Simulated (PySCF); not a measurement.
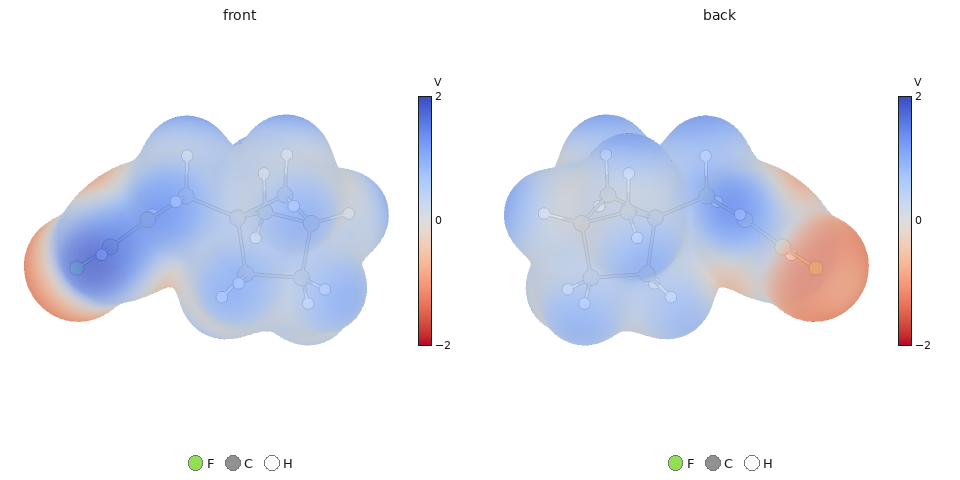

The picture shows: C$_{9}$H$_{13}$F (SMILES F/C=C/C[C@]12CC[C@H](C1)C2). The electrostatic potential painted on the density surface at 0.004 e/bohr³, seen from the front and from behind; red is negative and blue positive.

Geometry: GFN2-xTB.

Level of theory: PBE0/pcSseg-1, SCF density, gas phase, non-relativistic (PySCF 2.14.0).

Input file:

```
{"job": {"kind": "nmr", "xc": "PBE0", "basis": "pcSseg-1"}, "charge": 0, "multiplicity": 1}
F      3.943641    -1.539156     0.940465
C      3.193714    -0.529599     0.457755
C      2.057878    -0.173597     1.022692
C      1.190025     0.926737     0.508100
C     -0.156599     0.393225     0.052892
C     -0.178375    -0.606277    -1.110140
C     -1.703512    -0.837070    -1.208110
C     -2.156890     0.085992    -0.076232
C     -1.308216     1.338927    -0.339096
C     -1.150461    -0.261448     1.030959
H      3.643578    -0.077276    -0.413934
H      1.704288    -0.705604     1.893864
H      1.680969     1.436039    -0.324034
H      1.024050     1.654375     1.307749
H      0.240631    -0.179913    -2.020846
H      0.370212    -1.516840    -0.872901
H     -2.111600    -0.532712    -2.171440
H     -1.981169    -1.874834    -1.027249
H     -3.223670     0.150006     0.118861
H     -1.304954     1.742574    -1.349662
H     -1.474711     2.134325     0.383284
H     -1.295019     0.313595     1.942217
H     -1.008563    -1.314485     1.264884
```

Run with:

```sh
OMP_NUM_THREADS=1 python probes_run.py task.json out
```

Describe the electrostatic potential map.

Answer. The most negative region (about −1.0 V) lies over F1, the most positive (about +1.5 V) over H11.

What dipole moment does the calculation give?

Answer. Its dipole moment is 1.77 D.
